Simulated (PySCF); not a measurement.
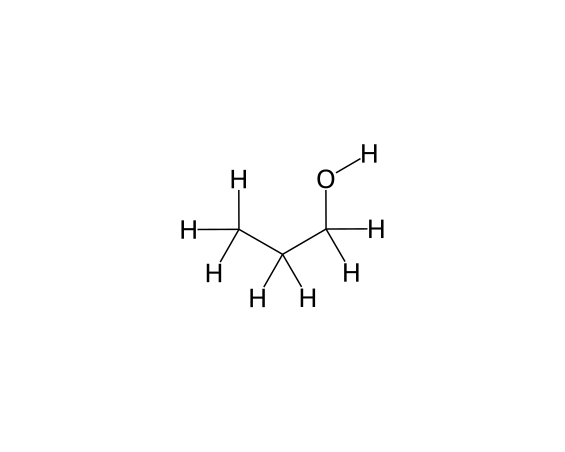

A structural formula.

Transcribe the drawing into SMILES.

CCCO

Give the formula, hydrogens included.

C3H8O.

An optimisation with GFN2-xTB gave a structure of which point group?

C1. Other conformers may differ.

The parts below concern this one geometry. Atoms keep their numbers from picture to picture. The computed structure is the end point of a GFN2-xTB optimisation. No frequency run is at hand to confirm it as a minimum.

Electronic properties

No frequency run is at hand to confirm it as a minimum. Properties computed with PBE0/pcSseg-1, gas phase (PySCF 2.14.0).

What is the dipole moment?

1.74 D.

Give the HOMO–LUMO gap at this level.

9.07 eV.

Give the HOMO energy (Kohn–Sham orbital) at this level.

−7.65 eV.

Quadrupole coupling

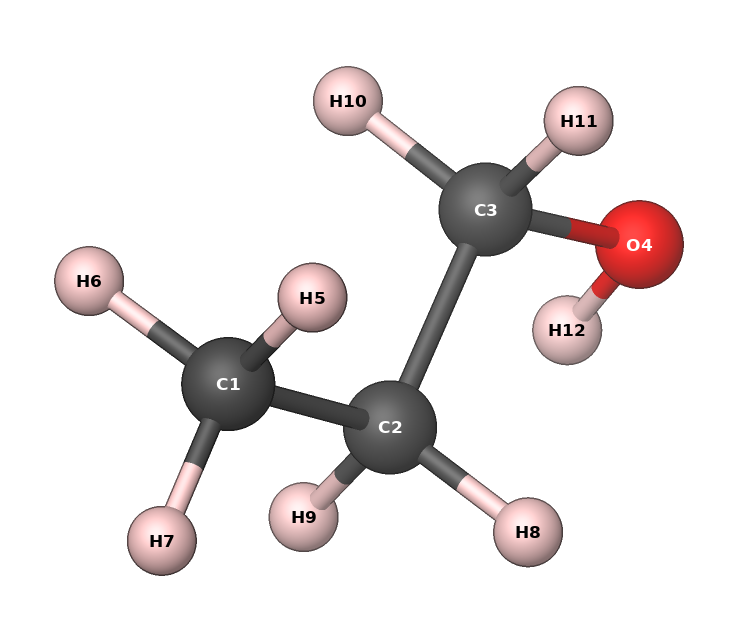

No frequency run is at hand to confirm it as a minimum. Electric field gradients from the ground-state density, PBE0/pcSseg-1 (PySCF 2.14.0), non-relativistic apart from any core potentials.

Give the largest field-gradient component, the quadrupole coupling constant and the asymmetry for 17O at O4 (Q = −25.6 mb).

```
atom  V_zz (a.u.)  e²qQ/h (MHz)     η
  O4       −1.986         11.95  0.92
```

Bond orders

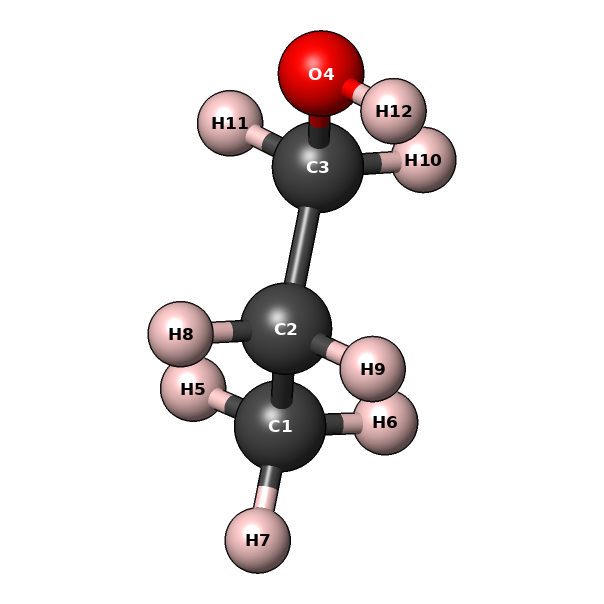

Every bond is drawn as one stick. No frequency run is at hand to confirm it as a minimum. Method: PBE0/pcSseg-1 (PySCF 2.14.0).

List the Mayer bond orders of C1–C2, C1–H5, C1–H6, C1–H7, C2–C3, C2–H8, C2–H9, C3–O4, C3–H10, C3–H11, O4–H12.

```tsv
bond	Mayer order	length (Å)
C1–C2	1.05	1.523
C1–H5	0.97	1.087
C1–H6	0.97	1.088
C1–H7	0.97	1.087
C2–C3	1.03	1.529
C2–H8	0.95	1.092
C2–H9	0.95	1.094
C3–O4	0.95	1.408
C3–H10	0.95	1.101
C3–H11	0.95	1.093
O4–H12	0.95	0.964
```
